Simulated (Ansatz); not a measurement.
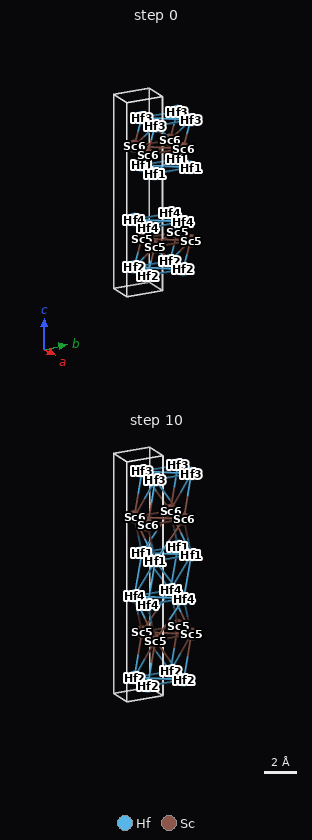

The structure of a crystal of Hf2Sc (built on the 2H molybdenite_194 type) (coarse preliminary run) before (top) and after (bottom) a relaxation, at one scale.

A ball-and-stick model of the cell of the calculation, repeated 2 × 2 × 1 with one cell outlined, seen slightly off an axis.

Case: 2H molybdenite type (P6_3/mmc, No. 194).

Level of theory: DFT PBE, scalar-relativistic, plane waves, PAW (Ansatz 0.2.0). Settings: plane-wave cutoff 420 eV; k-point mesh 6 × 6 × 2; occupations gaussian; smearing width 0.1 eV; no spin polarisation; cell and atoms relaxed; force threshold 0.04 eV/Å; at most 70 steps.

**What changed between the two?**

The largest moves relative to the cell, 0.72 Å, are those of Hf1, Hf2, Hf3 and Hf4. Hf2 goes along −c. Sc stays in place. The drawn cell changes as follows: a = b 3.194 → 3.224 Å (+0.9 %), c 12.424 → 15.366 Å (+23.7 %); the volume changes by +26.0 %. Near-neighbour distances that change, for instance: Hf1–Hf3 3.044 → 5.205 Å, Hf1–Sc6 2.391 → 3.200 Å, Hf1–Hf4 3.666 → 3.099 Å, Sc5–Sc5 3.194 → 3.224 Å. The space group stays P6_3/mmc (No. 194). Over 8 accepted moves (10 points after the start) the energy falls by 13.233 eV per cell of the calculation. The largest force component goes from 7.4 to 0.0012 eV/Å. The pressure goes from 43.27 to 0.06 GPa. At 2 points the geometry stayed and the basis and grid were re-selected for the new cell (energy shift of 62.1 meV per cell of the calculation at most each time).
